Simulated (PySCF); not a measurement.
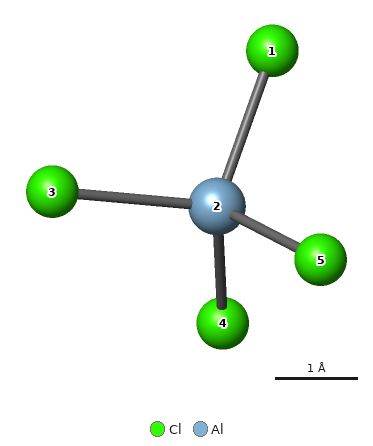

Figure 1. The structure as given in the input (ball-and-stick view, seen at a tilt; atoms are numbered from 1 in the order of the input). Sticks mark near contacts. Bond lengths as drawn: Al–Cl 2.16 Å.

## Excited-state calculation, with input and output: AlCl4 (charge −1)

AlCl4, charge −1, computed with TDDFT (TPSSh)/def2-SVP, RKS (PySCF 2.14.0).

The geometry comes from this level: PBE0-D4/def2-TZVPD.

The program's output
```
converged SCF energy = -2083.04195409778
total energy: -2083.04195410 hartree
Excitation energies (eV)
[8.05727169 8.05729942 8.05734237]

** Singlet excitation energies and oscillator strengths **
state   eV      nm      f
  1    8.0573    153.9   0.00000
  2    8.0573    153.9   0.00000
  3    8.0573    153.9   0.00000
```

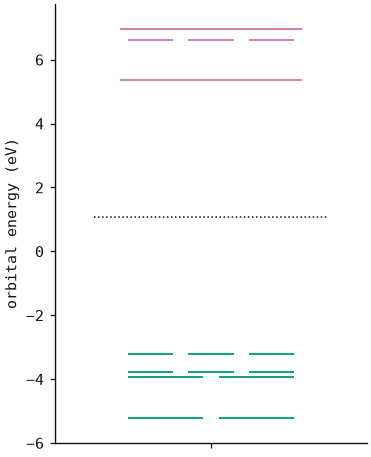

Figure 2. Orbital energies near the frontier; the dotted line parts filled from empty levels, and levels within 0.02 eV of each other stand side by side. Highest filled −3.22 eV, lowest empty 5.37 eV, 8.59 eV apart.

The run was set up as follows.

Input file (calc.py)
```python
# [Cl][Al-]([Cl])([Cl])[Cl]
from pyscf import gto, dft, tdscf

mol = gto.M(
    atom='''
Cl      -0.994100      -0.096200       1.909900
Al       0.000000       0.000000       0.000000
Cl       1.675400      -1.355800      -0.006900
Cl      -1.381400      -0.557100      -1.557800
Cl       0.700000       2.009000      -0.345200
''',
    max_memory=1860,
    basis='def2-svp',
    spin=0,
    verbose=3,
    charge=-1,
)

mf = dft.RKS(mol, xc='tpssh')
mf.conv_tol = 1e-10
mf.grids.level = 6
mf.kernel()
if not mf.converged:
    mf = mf.newton().run(mf.mo_coeff, mf.mo_occ)

etot = mf.e_tot
print(f'total energy: {etot:.8f} hartree')

td = tdscf.TDDFT(mf)
td.nstates = 3
td.kernel()
td.analyze()
roots = td.e * 27.211386
osc = td.oscillator_strength()
print('state   eV      nm      f')
for i, (w, f) in enumerate(zip(roots, osc), 1):
    print('%3d %9.4f %8.1f %9.5f' % (i, w, 1239.842 / w, f))
```

Launched with:
```bash
OMP_NUM_THREADS=1 python calc.py
```

Summary

```tsv
quantity	value
outcome	converged
total energy	−2083.041954 hartree
basis functions	90
HOMO	−3.22 eV
LUMO	5.37 eV
lowest excitation	8.06 eV
hardware	1 thread of Arm Neoverse V1, 24 GiB of memory available, shared host
wall time	15 min
peak memory	0.97 GiB
```

Notes

The record of the run, not the program, notes: dipole of an ion depends on the origin.
